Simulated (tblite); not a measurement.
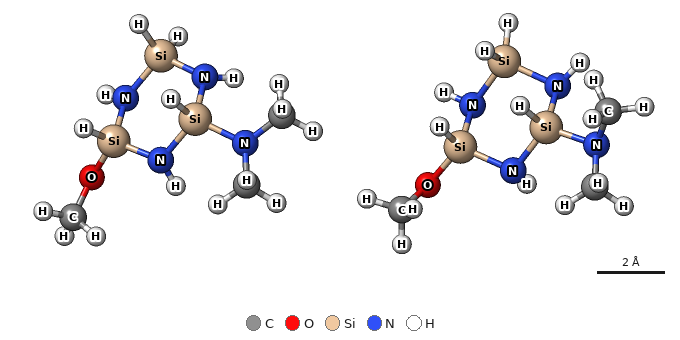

Two geometries of C3H16N4OSi3, drawn at one scale. One is the start of a relaxation, the other its converged end. A ball-and-stick model, seen at a tilt.

Theory: GFN2-xTB geometry optimisation, gas phase (tblite 0.8.0). 

Which one is relaxed?

Answer. The left one is the relaxed one. The energy falls by 39.9 kcal/mol in 174 geometry steps. An H atom moves most after the best rigid fit: 1.40 Å. By element the largest moves are H 1.40 Å, N 0.80 Å, Si 0.67 Å, C 0.64 Å, O 0.26 Å. Among the contacts that change: N–Si 1.810 → 1.723 Å, O–Si 1.704 → 1.623 Å, N–Si 1.765 → 1.720 Å, H–N 1.053 → 1.008 Å. Bond angles that change, for instance: Si–N–Si 104.5° → 119.0°, Si–N–Si 110.3° → 122.5°, Si–N–C 106.6° → 118.7°. Groups turn about C–O by about 35°, N–Si by about 20°. Cost: 3.2 s on 2 threads of Intel(R) Xeon(R) Platinum 8488C (shared host).
